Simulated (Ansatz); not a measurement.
# GdCoSi (P4/nmm): the equilibrium volume, part 2 of 2

Aim: the volume at which the pressure of GdCoSi (P4/nmm) vanishes.

Ansatz 0.2.0; DFT PBEsol, scalar-relativistic, plane waves, PAW. The steps go on from the part before.

## Step 3: Full relaxation

The input, input.yaml:

```yaml
crystal:
  lattice:
    - [3.90149128, 0.0, 0.0]
    - [0.0, 3.90149128, 0.0]
    - [0.0, 0.0, 7.04483634]
  atoms:
    - { symbol: Co, position: [0.0, 0.0, 0.0] }
    - { symbol: Co, position: [0.5, 0.5, 0.0] }
    - { symbol: Gd, position: [0.0, 0.5, 0.32519204], spin: 7.76 }
    - { symbol: Gd, position: [0.5, 0.0, 0.67480796], spin: 7.76 }
    - { symbol: Si, position: [0.0, 0.5, 0.8252829] }
    - { symbol: Si, position: [0.5, 0.0, 0.1747171] }
basis:
  ecutwfc: 420
kpoints:
  mp_grid: { grid: [8, 8, 6] }
hamiltonian:
  xc: pbesol
scf:
  occupations: { method: gaussian, width: 0.05 }
  lower_state_search: "off"
output:
  forces: true
  stress: true
  eigenvalues: true
  populations: true
  hubbard: { sites: [{ species: Gd, l: f }] }
magnetization:
  spin_polarized: true
relax:
  adjacent_minimum: "off"
  f_tol: 0.005
  max_steps: 80
  cell: { stress_tol: 0.05 }
```

On the command line:

```console
ansatz run input.yaml --threads 8 --pin off --max-ram 14336MiB --backend cpu --events-out ev --progress --plain --runs-dir out
```

The log of the run:

```text
Warning: RAYON_NUM_THREADS=8 ignored (pool sized by the plan → 8); use --threads N
Gd: projections on atomic orbitals take those of the free atom [Kr 4d10] 4f7 5s2 5p6 5d1 6s2, of charge +0.00 (hamiltonian.pseudopotentials.projection_atoms); the dataset's partial waves leave at most 2.5e-4 of an orbital's norm unspanned inside its sphere
Engine: ansatz 0.2.0, aarch64-unknown-linux-gnu
Pseudopotentials: kind: paw
Pseudopotential: Co, paw, valence charge 17, recommended cutoff 420 eV (normal), Co.paw.azcp
Pseudopotential: Gd, paw, valence charge 18, recommended cutoff 420 eV (normal), Gd.paw.azcp
Pseudopotential: Si, paw, valence charge 4, recommended cutoff 420 eV (normal), Si.paw.azcp
Functional definition: PBEsol
  exchange = pbesol_x
  correlation = pbesol_c
Crystal: 6 atoms, lattice volume = 107.234 Å³
Basis set: ecut = 420 eV, 2127 PW (Γ), exchange–correlation on 54×54×96 points (8 copies of the dense FFT grid, shifted against one another)
Bands: 57, of which v1, the nominal top of the filled ones, is band 39 counted from 1 (38 counted from 0)
Symmetry: 16 space group operations
Space group: P4/nmm (ITA 129), of the structure as read, at distance tolerance 4.8e-5 Å
Magnetic group: BNS 129.411 (UNI 1071), of the structure as read, at distance tolerance 4.8e-5 Å
k-points: 60 of 384
Non-local potential: Co, projectors of the file, l = 0: 3, l = 1: 2, l = 2: 3, l = 3: 1
Non-local potential: Gd, projectors of the file, l = 0: 3, l = 1: 2, l = 2: 2, l = 3: 3
Non-local potential: Si, projectors of the file, l = 0: 2, l = 1: 2, l = 2: 2
PAW form: soft (Blöchl's): semilocal exchange-correlation on the pseudo side does not see the compensation charge
PAW frozen core: Co, regenerated for the run's functional, and the local potential with it (the file was generated under x = pbe(κ = 0.804, μ = 0.2195149727645171), c = pbe(β = 0.06672455060314922))
PAW frozen core: Gd, regenerated for the run's functional, and the local potential with it (the file was generated under x = pbe(κ = 0.804, μ = 0.2195149727645171), c = pbe(β = 0.06672455060314922))
PAW frozen core: Si, regenerated for the run's functional, and the local potential with it (the file was generated under x = pbe(κ = 0.804, μ = 0.2195149727645171), c = pbe(β = 0.06672455060314922))
PAW one-centre angular grid: Co, 590 points (default); XC on 64 Gauss nodes
PAW one-centre angular grid: Gd, 590 points (default); XC on 64 Gauss nodes
PAW one-centre angular grid: Si, 110 points (default); XC on 64 Gauss nodes
Initial density: superposition of atomic densities (chi_scale 0.1, normalization cell, long waves kept (reshape's long-wave potential 0.10 eV rms))
Starting moments: Σ|m| = 15.52 μB on 2 of 6 sites
Initial wavefunctions: pseudopotential atomic-orbital guess
Functional: x = pbesol(κ = 0.804, μ = 0.12345679012345678), c = pbesol(β = 0.046)
SCF iter   1: F=—  HF=-29886.893437 eV  |F-HF|=—  |Δ(HF+E_count)|=         —  Δρ=2.23e-1 (↑1.97e-1 ↓2.23e-1)  dr2=3.54e1  dr2_m=3.27e1  M=15.110 μB ∫|m|=15.808 μB  β_m=1.00  ethr=3.10e-3  ⟨swp⟩=6.2  Hψ=25984  notcnv=0  defer=18
preconditioner: auto → Kerker (q_TF=auto, 2.587 Å⁻¹)  [metal: Δε(μ)=0.011 eV  Ē_g=8.848 eV  σ=0.050 eV  W_gap=0.12  n_scr=36 (ndim 8)  ℏωp=27.3 eV  f_vac=0.000  D(μ)=6.02/eV (n_scr^D=54)]
spin=Collinear: Kerker preconditioning applied to the charge; magnetization (m = ρ↑ − ρ↓) channel mixes plain (no charge-response kernel on spin).
SCF iter   2: F=—  HF=-29881.646178 eV  |F-HF|=—  |Δ(HF+E_count)|=    5.25e0  Δρ=1.06e-1 (↑1.06e-1 ↓9.76e-2)  dr2=4.25e1  dr2_m=4.32e-1  M=14.544 μB ∫|m|=14.761 μB  β_m=0.30  ethr=3.10e-3  ⟨swp⟩=3.2  Hψ=16760  notcnv=0  defer=700
SCF iter   3: F=—  HF=-29885.083542 eV  |F-HF|=—  |Δ(HF+E_count)|=    3.44e0  Δρ=2.45e-2 (↑1.83e-2 ↓2.45e-2)  dr2=9.47e-1  dr2_m=9.10e-2  M=14.528 μB ∫|m|=14.964 μB  β_m=0.30  ethr=3.10e-3  ⟨swp⟩=2.9  Hψ=15014  notcnv=0  defer=680
SCF iter   4: F=—  HF=-29887.456070 eV  |F-HF|=—  |Δ(HF+E_count)|=    2.37e0  Δρ=2.27e-2 (↑2.13e-2 ↓2.27e-2)  dr2=2.40e0  dr2_m=8.79e-2  M=14.499 μB ∫|m|=14.873 μB  β_m=1.00  ethr=1.21e-3  ⟨swp⟩=2.6  Hψ=11999  notcnv=0  defer=697
SCF iter   5: F=—  HF=-29888.300670 eV  |F-HF|=—  |Δ(HF+E_count)|=   8.45e-1  Δρ=1.12e-2 (↑1.12e-2 ↓1.06e-2)  dr2=4.77e-1  dr2_m=7.24e-4  M=14.506 μB ∫|m|=14.831 μB  β_m=0.30  ethr=1.21e-3  ⟨swp⟩=2.6  Hψ=9763  notcnv=0  defer=697
SCF iter   6: F=—  HF=-29888.926468 eV  |F-HF|=—  |Δ(HF+E_count)|=   6.26e-1  Δρ=2.29e-3 (↑1.88e-3 ↓2.29e-3)  dr2=1.52e-2  dr2_m=1.34e-3  M=14.531 μB ∫|m|=14.856 μB  β_m=0.30  ethr=6.12e-4  ⟨swp⟩=2.1  Hψ=10109  notcnv=0  defer=645
Mixer restart at iter 6: flushing history
spin-set hold released at iteration 6 (site moments contracting): the magnetisation degrees of freedom join the quasi-Newton model from the next iteration; the mixer history was flushed
SCF iter   7: F=—  HF=-29889.252863 eV  |F-HF|=—  |Δ(HF+E_count)|=   3.26e-1  Δρ=1.85e-3 (↑1.38e-3 ↓1.85e-3)  dr2=5.35e-3  dr2_m=9.89e-4  M=14.562 μB ∫|m|=14.888 μB  β_m=0.65  ethr=1.95e-5  ⟨swp⟩=2.4  Hψ=11018  notcnv=0  defer=643
SCF iter   8: F=—  HF=-29889.660421 eV  |F-HF|=—  |Δ(HF+E_count)|=   4.08e-1  Δρ=2.12e-2 (↑2.12e-2 ↓2.04e-2)  dr2=1.76e0  dr2_m=1.02e-3  M=14.514 μB ∫|m|=14.826 μB  β_m=0.40  ethr=6.86e-6  ⟨swp⟩=3.2  Hψ=15901  notcnv=0  defer=643
SCF iter   9: F=—  HF=-29889.582439 eV  |F-HF|=—  |Δ(HF+E_count)|=   7.80e-2  Δρ=2.37e-3 (↑2.37e-3 ↓2.09e-3)  dr2=2.13e-2  dr2_m=3.05e-4  M=14.617 μB ∫|m|=14.946 μB  β_m=0.52  ethr=6.86e-6  ⟨swp⟩=3.0  Hψ=14720  notcnv=0  defer=638
SCF iter  10: F=—  HF=-29889.582229 eV  |F-HF|=—  |Δ(HF+E_count)|=   2.10e-4  Δρ=1.79e-3 (↑1.79e-3 ↓1.47e-3)  dr2=1.20e-2  dr2_m=1.48e-4  M=14.631 μB ∫|m|=14.963 μB  β_m=0.58  ethr=6.86e-6  ⟨swp⟩=2.0  Hψ=8066  notcnv=0  defer=636
SCF iter  11: F=—  HF=-29889.581934 eV  |F-HF|=—  |Δ(HF+E_count)|=   2.95e-4  Δρ=9.58e-4 (↑9.58e-4 ↓7.40e-4)  dr2=4.04e-3  dr2_m=4.86e-5  M=14.634 μB ∫|m|=14.969 μB  β_m=0.51  ethr=6.86e-6  ⟨swp⟩=1.5  Hψ=7203  notcnv=0  defer=636
SCF iter  12: F=—  HF=-29889.581787 eV  |F-HF|=—  |Δ(HF+E_count)|=   1.47e-4  Δρ=3.18e-4 (↑3.18e-4 ↓1.19e-4)  dr2=4.94e-4  dr2_m=2.01e-5  M=14.641 μB ∫|m|=14.979 μB  β_m=0.64  ethr=5.19e-6  ⟨swp⟩=1.5  Hψ=6927  notcnv=0  defer=636
SCF iter  13: F=—  HF=-29889.581785 eV  |F-HF|=—  |Δ(HF+E_count)|=   1.62e-6  Δρ=1.42e-4 (↑1.42e-4 ↓1.01e-4)  dr2=2.86e-5  dr2_m=3.76e-6  M=14.646 μB ∫|m|=14.994 μB  β_m=0.72  ethr=6.33e-7  ⟨swp⟩=2.1  Hψ=10021  notcnv=0  defer=636
SCF iter  14: F=—  HF=-29889.581799 eV  |F-HF|=—  |Δ(HF+E_count)|=   1.35e-5  Δρ=9.68e-5 (↑9.68e-5 ↓2.23e-5)  dr2=1.32e-5  dr2_m=1.63e-6  M=14.646 μB ∫|m|=14.993 μB  β_m=0.86  ethr=3.66e-8  ⟨swp⟩=2.0  Hψ=10260  notcnv=0  defer=636
SCF iter  15: F=—  HF=-29889.581800 eV  |F-HF|=—  |Δ(HF+E_count)|=   1.06e-6  Δρ=5.42e-5 (↑5.42e-5 ↓2.22e-5)  dr2=4.09e-6  dr2_m=4.52e-7  M=14.645 μB ∫|m|=14.995 μB  β_m=0.89  ethr=1.69e-8  ⟨swp⟩=1.1  Hψ=6242  notcnv=0  defer=636
SCF iter  16: F=—  HF=-29889.581801 eV  |F-HF|=—  |Δ(HF+E_count)|=   8.73e-7  Δρ=7.33e-5 (↑5.51e-5 ↓7.33e-5)  dr2=1.66e-5  dr2_m=1.24e-7  M=14.643 μB ∫|m|=14.995 μB  β_m=0.89  ethr=5.24e-9  ⟨swp⟩=2.1  Hψ=8786  notcnv=0  defer=636
SCF iter  17: F=—  HF=-29889.581800 eV  |F-HF|=—  |Δ(HF+E_count)|=   5.81e-7  Δρ=2.88e-5 (↑2.42e-5 ↓2.88e-5)  dr2=2.87e-6  dr2_m=1.37e-8  M=14.643 μB ∫|m|=14.995 μB  β_m=0.91  ethr=5.24e-9  ⟨swp⟩=2.0  Hψ=6788  notcnv=0  defer=636
SCF iter  18: F=—  HF=-29889.581800 eV  |F-HF|=—  |Δ(HF+E_count)|=   4.55e-8  Δρ=1.51e-5 (↑1.51e-5 ↓1.34e-5)  dr2=7.39e-7  dr2_m=3.14e-9  M=14.643 μB ∫|m|=14.995 μB  β_m=0.90  ethr=3.67e-9  ⟨swp⟩=2.0  Hψ=7017  notcnv=0  defer=636
iter 19 did not close the SCF: its close was put off until two iterations running show no level that it waits for move by more than its bar (scf_convergence_deferred on its scf_iter line)
SCF iter  19: F=-29889.581800 eV  HF=-29889.581800 eV  |F-HF|=3.24e-9  |Δ(HF+E_count)|=   4.41e-8  Δρ=1.64e-6 (↑9.07e-7 ↓1.64e-6)  dr2=2.55e-9  dr2_m=6.07e-10  M=14.643 μB ∫|m|=14.995 μB  β_m=0.85  ethr=1.28e-10  ⟨swp⟩=10.6  Hψ=31324  notcnv=0
iter 20 did not close the SCF: its close was put off until two iterations running show no level that it waits for move by more than its bar (scf_convergence_deferred on its scf_iter line)
SCF iter  20: F=-29889.581800 eV  HF=-29889.581800 eV  |F-HF|=3.52e-9  |Δ(HF+E_count)|=  5.93e-10  Δρ=1.39e-6 (↑8.79e-7 ↓1.39e-6)  dr2=4.58e-9  dr2_m=2.09e-10  M=14.643 μB ∫|m|=14.995 μB  β_m=0.92  ethr=3.27e-12  ⟨swp⟩=1.7  Hψ=17402  notcnv=0
SCF iter  21: F=-29889.581800 eV  HF=-29889.581800 eV  |F-HF|=4.51e-10  |Δ(HF+E_count)|=  8.26e-10  Δρ=5.41e-7 (↑4.28e-7 ↓5.41e-7)  dr2=5.65e-10  dr2_m=5.91e-11  M=14.643 μB ∫|m|=14.995 μB  ethr=3.27e-12  ⟨swp⟩=1.2  Hψ=15853  notcnv=0
SCF 1 converged in 21 iterations: F = -29889.581800 eV  dr2 = 5.65e-10
relax step   1: F+E_penalty+E_count = -29889.58180011 eV  Δ(F+E_penalty+E_count) = +0.000e0 eV  max|allowed force component| = 3.341e-1 eV/Å  Δτ_max = 0.0000 Å  P = -4.151 GPa  Ω = 107.234 Å³  (21 SCF iters, dr2 threshold 1.00e-7 eV, accepted)
[... from here on, the SCF cycles and remarks between the steps are left out ...]
relax step   2: F+E_penalty+E_count = -29889.63963260 eV  Δ(F+E_penalty+E_count) = -5.783e-2 eV  max|allowed force component| = 1.015e-1 eV/Å  Δτ_max = 0.0831 Å  P = +2.982 GPa  Ω = 99.674 Å³  energy of the carried Pulay correction = +3.306e-3 eV  (13 SCF iters, dr2 threshold 6.00e-7 eV, accepted)
relax step   3: F+E_penalty+E_count = -29889.66208456 eV  Δ(F+E_penalty+E_count) = -2.245e-2 eV  max|allowed force component| = 4.849e-2 eV/Å  Δτ_max = 0.0347 Å  P = +0.001 GPa  Ω = 102.825 Å³  energy of the carried Pulay correction = +1.899e-3 eV  (16 SCF iters, dr2 threshold 6.00e-7 eV, accepted)
relax step   4: F+E_penalty+E_count = -29889.66466312 eV  Δ(F+E_penalty+E_count) = -2.579e-3 eV  max|allowed force component| = 2.788e-2 eV/Å  Δτ_max = 0.0150 Å  P = +0.066 GPa  Ω = 102.357 Å³  energy of the carried Pulay correction = +2.105e-3 eV  (12 SCF iters, dr2 threshold 4.54e-7 eV, accepted)
relax step   5: F+E_penalty+E_count = -29889.66649067 eV  Δ(F+E_penalty+E_count) = -1.828e-3 eV  max|allowed force component| = 3.031e-2 eV/Å  Δτ_max = 0.0078 Å  P = +0.259 GPa  Ω = 101.992 Å³  energy of the carried Pulay correction = +2.267e-3 eV  (12 SCF iters, dr2 threshold 2.42e-7 eV, accepted)
relax step   6: F+E_penalty+E_count = -29889.66740656 eV  Δ(F+E_penalty+E_count) = -9.159e-4 eV  max|allowed force component| = 2.091e-2 eV/Å  Δτ_max = 0.0064 Å  P = +0.149 GPa  Ω = 102.136 Å³  energy of the carried Pulay correction = +2.203e-3 eV  (12 SCF iters, dr2 threshold 3.19e-7 eV, accepted)
relax step   7: F+E_penalty+E_count = -29889.66754532 eV  Δ(F+E_penalty+E_count) = -1.388e-4 eV  max|allowed force component| = 2.299e-2 eV/Å  Δτ_max = 0.0052 Å  P = +0.069 GPa  Ω = 102.343 Å³  energy of the carried Pulay correction = +2.112e-3 eV  (11 SCF iters, dr2 threshold 9.55e-8 eV, accepted)
relax step   8: F+E_penalty+E_count = -29889.66762352 eV  Δ(F+E_penalty+E_count) = -7.820e-5 eV  max|allowed force component| = 2.551e-3 eV/Å  Δτ_max = 0.0015 Å  P = -0.035 GPa  Ω = 102.414 Å³  energy of the carried Pulay correction = +2.080e-3 eV  (11 SCF iters, dr2 threshold 7.68e-8 eV, accepted)
relax step   9: F+E_penalty+E_count = -29889.66764902 eV  Δ(F+E_penalty+E_count) = -2.551e-5 eV  max|allowed force component| = 1.621e-3 eV/Å  Δτ_max = 0.0003 Å  P = +0.009 GPa  Ω = 102.377 Å³  energy of the carried Pulay correction = +2.097e-3 eV  (11 SCF iters, dr2 threshold 9.98e-9 eV, accepted)
relax step  10: F+E_penalty+E_count = -29889.66615262 eV  Δ(F+E_penalty+E_count) = +1.496e-3 eV  max|allowed force component| = 1.665e-3 eV/Å  Δτ_max = 0.0000 Å  P = -0.010 GPa  Ω = 102.377 Å³  stress off target by 1.98e-2 GPa  SCF on the basis re-selected at this cell (its energy is not comparable with the rows above)  (9 SCF iters)
basis re-selected at this cell: Δ(F+E_penalty+E_count) = +1.496e-3 eV, ΔP = -0.019 GPa vs the last step (what re-selecting the basis moved, of the pressure what is left beyond the Pulay correction that the steps carried, after the strain that the cell walked since its last selection, with what the two solves' SCF thresholds leave and, on support functions, any second-order correction that the steps lacked; it is no measure of the basis error at this ecutwfc). The dense FFT grid was sized anew with the basis: this SCF ran on 27×27×45 points, the steps before it on 27×27×48, so part of this shift can come from that change (see relax.cell in the input reference). This SCF's stress stands 1.98e-2 GPa from its target on what of the cell is left free (relax.cell.stress_tol is 5.00e-2 GPa) and its largest allowed force component is 1.66e-3 eV/Å (relax.f_tol is 5.00e-3 eV/Å): within both
SCF converged after 9 iterations
Magnetization: 14.5745 μB (46.2872 up, 31.7128 down)
Absolute magnetization: 14.7697 μB (∫|ρ↑−ρ↓|, with the PAW one-centre terms)
Spin contamination: 0.0688 ħ² per cell (⟨S²⟩ above its minimum at these occupations)
Per-site moments (μB) at R_I (Å): [(0.022994408861770472, 0.9521665283557073), (0.022994408861770427, 0.9521665283557073), (7.014205376755704, 1.2015147581492422), (7.014205376755708, 1.2015147581492422), (-0.019170237727252612, 0.9521665283557073), (-0.019170237727251592, 0.9521665283557074)]
Free energy (F): -29889.666153 eV
Harris-Foulkes:  -29889.666153 eV  (|F-HF|=1.82e-11)
Internal energy: -29889.660364 eV  (E = F + TS)
E sigma→0 (E₀):  -29889.663258 eV
Entropy (-TS):   -0.005789 eV (-0.965 meV/atom)
Fermi energy:    14.623830 eV
--- Per-component energies (eV) ---
  E_band       = -510.879493
  E_kinetic    = 1815.062853
  E_local      = -12414.348651  (includes V_loc(G=0)·N_el)
  E_nonlocal   = 1543.361347
  E_hartree    = 5378.053916
  E_xc         = -896.644492
  E_vxc        = -1018.676800  (∫ρ·V_xc dr)
  E_paw        = -16656.884035  (= ΣΔE_a)
  E_vpaw       = -1192.385713  (= ΣTr[D̂ρ^β])
  E_aug_tail   = 0.000170  (compensation charges beyond the density's cutoff)
  E_ewald      = -8660.023772
  E_core_change = 1.762301  (= ΣΔE_core)
  E_smearing   = -0.005789  (= −TS)
  E_closure    = -0.000000  (closes the sum)
  Σ components = -29889.666153   (vs F -29889.666153, Δ=0.00e0)
--- Forces (eV/Å), atoms counted from 1 ---
  atom   1  Co     0.00000000     0.00000000    -0.00000000
  atom   2  Co     0.00000000     0.00000000    -0.00000000
  atom   3  Gd     0.00000000     0.00000000     0.00166459
  atom   4  Gd     0.00000000     0.00000000    -0.00166459
  atom   5  Si     0.00000000     0.00000000     0.00065668
  atom   6  Si     0.00000000     0.00000000    -0.00065668
  max |Σ_I F_I| component: 5.56e-17 eV/Å
--- Stress (GPa, compression-positive) ---
       -0.005352       0.000000       0.000000
        0.000000      -0.005352       0.000000
        0.000000       0.000000      -0.019822
  P = ⅓ Tr σ = -0.0102 GPa (-0.102 kbar)
--- Band table (eV; the first three rows and the last of 120) ---
  k-point 0 ↑: bands = ["-80.0013", "-79.9917", "-43.5210", "-43.5210", "-43.4659", "-43.4659", "-43.3187", "-43.3068", "-29.9081", "-29.8694", "-7.5588", "-7.3767", "-7.3767", "-7.2845", "-7.2288", "-7.2288", "4.3980", "6.6008", "9.6690", "10.4500", "10.4539", "10.4602", "10.4612", "10.4612", "10.4837", "10.4837", "10.5249", "10.5249", "10.5402", "10.5440", "10.5446", "10.5446", "10.5648", "10.9221", "11.4325", "11.4325", "11.6233", "12.0280", "12.6418", "12.6418", "13.4676", "13.7388", "13.7388", "13.7886", "14.3054", "14.6971", "14.7118", "14.9371", "16.8094", "17.2630", "17.2647", "17.2647", "17.7561", "17.7561", "18.0454", "19.5485", "19.8645"]
[... 3 lines left out ...]
--- Relaxed structure (9 steps of the walk, 9 accepted, 1 SCFs on fresh bases) ---
  F+E_penalty+E_count = -29889.66615262 eV   max|allowed force component| = 1.665e-3 eV/Å   (the final SCF, on the basis selected at the relaxed cell)
  cell:  # Å, volume = 102.3769 Å³
    - [3.900699377065372, -1.181249539824628e-33, 0.0]
    - [-1.181249539824628e-33, 3.900699377065372, 0.0]
    - [0.0, 0.0, 6.728478657129318]
  atoms:
    - { symbol: Co, position: [-4.7949872034281315e-35, -4.0622411696602924e-35, 2.7338178652241563e-35] }
    - { symbol: Co, position: [0.5, 0.5, -2.7338178652241563e-35] }
    - { symbol: Gd, position: [2.0465468171199954e-34, 0.5, 0.32263191731839896] }
    - { symbol: Gd, position: [0.5, 7.970220016422102e-36, 0.6773680826816012] }
    - { symbol: Si, position: [-1.1929619637483391e-34, 0.5, 0.8165072378390735] }
    - { symbol: Si, position: [0.5, 5.733416334393958e-35, 0.1834927621609266] }
--- Löwdin populations: 6 sites ---
  site symbol       q [e]    m [muB]
     0     Co     16.5362     0.0231
     1     Co     16.5362     0.0231
     2     Gd     17.9385     7.2856
     3     Gd     17.9385     7.2856
     4     Si      4.2673    -0.0255
     5     Si      4.2673    -0.0255
  spilling = 0.006613 (of n_electrons = 78.000000)
--- Occupation matrices: 2 shells (Löwdin-built; ε = 2.00e-2, provisional) ---
  Gd2 f_4F: site group C4v (4mm)
  Gd2 f_4F up     Tr n = 6.9896  λ = 0.998 0.998 0.998 0.999 0.999 0.999 0.999  [7× z3 0.14 E(0.57)]
  Gd2 f_4F dn     Tr n = 0.1140  λ = 0.010 0.012 0.012 0.016 0.019 0.023 0.023  [7× z3 0.14 E(0.57)]
  Gd3 f_4F: site group C4v (4mm)
  Gd3 f_4F up     Tr n = 6.9896  λ = 0.998 0.998 0.998 0.999 0.999 0.999 0.999  [7× z3 0.14 E(0.57)]
  Gd3 f_4F dn     Tr n = 0.1140  λ = 0.010 0.012 0.012 0.016 0.019 0.023 0.023  [7× z3 0.14 E(0.57)]
  Tr n, λ and their labels are of the run-group-symmetrised matrices; stabiliser: 16 of 32 elements of G0×{1,Θ} (closed), max defect 2.8e-15 at τ = 4.2e-3
```

It took 1.7 min on 8 threads of Arm Neoverse V2, shared host; peak memory 0.99 GiB.

Relaxation path:

```tsv
step	energy from step 1 (meV/atom)	largest force component (eV/Å)	pressure (GPa)	volume (Å³/atom)
1	0.0	0.334	-4.15	17.872
2	-9.6	0.102	2.98	16.612
3	-13.4	0.048	0.00	17.137
4	-13.8	0.028	0.07	17.060
5	-14.1	0.030	0.26	16.999
6	-14.3	0.021	0.15	17.023
7	-14.3	0.023	0.07	17.057
8	-14.3	0.003	-0.03	17.069
9	-14.3	0.002	0.01	17.063
10	-14.1	0.002	-0.01	17.063
```

Step 1 is the start. Step 10 repeats the geometry before it on a plane-wave basis chosen anew for the final cell, which shifts the energy by +0.2 meV/atom. The run keeps the 16 symmetry operations that it found, so it can't reach a distortion that breaks them.

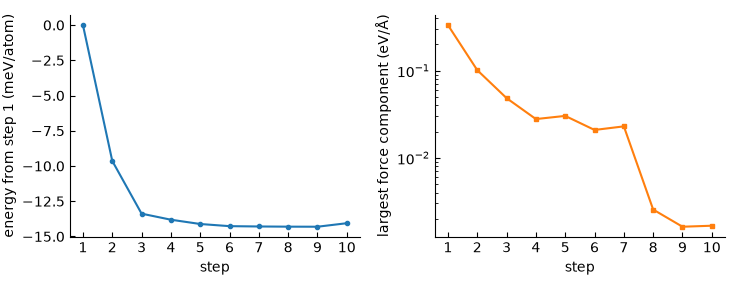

Energy and largest force along the relaxation.

Result: volume 17.063 Å³/atom, pressure -0.01 GPa, a metal on this mesh, spin moments in the atoms' spheres Gd 7.01 μB.

## Step 4: The cell, before and after

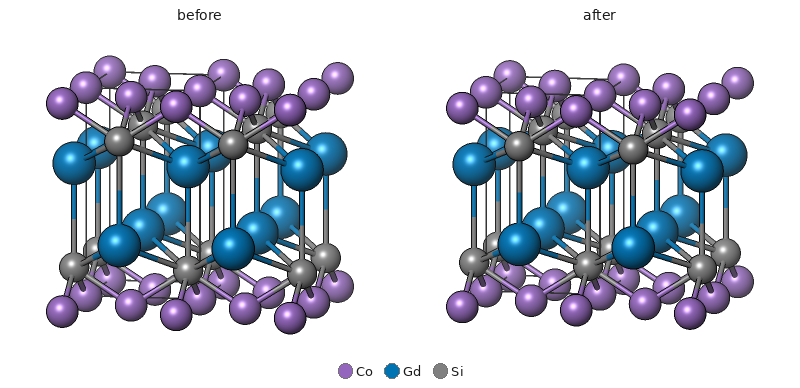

The structure before (left) and after (right), at one scale.

How the cell compares, before and after:

| cell as typed | before | after | change |
| --- | --- | --- | --- |
| a (Å) | 3.901 | 3.901 | 0 % |
| b (Å) | 3.901 | 3.901 | 0 % |
| c (Å) | 7.045 | 6.728 | -4.5 % |
| volume (Å³/atom) | 17.872 | 17.063 | -4.5 % |
| shortest distance (Å) | 2.307 | 2.308 | +0.1 % |
| space group | P4/nmm | P4/nmm | same |

## Step 5: Outcome

What follows sums up all 2 parts. Changes of volume or cell count from the first structure of part 1.

```
               quantity                                                                      value
                 volume                                                             17.063 Å³/atom
               pressure                                                                  -0.01 GPa
      conventional cell  a = 3.901 Å, b = 3.901 Å, c = 6.728 Å, α = 90.00°, β = 90.00°, γ = 90.00°
        gap on the mesh                                                               none (metal)
spin moments in spheres                                                                 Gd 7.01 μB
```

From the first run shown, the volume went from 17.87 to 17.06 Å³/atom (-4.5 %) in 2 runs, where the pressure is zero within 0.01 GPa. No U acts on the 4f shell, so its levels can lie too near the Fermi level. Spin–orbit coupling is left out, though the cell holds Gd; it splits the 4f levels.
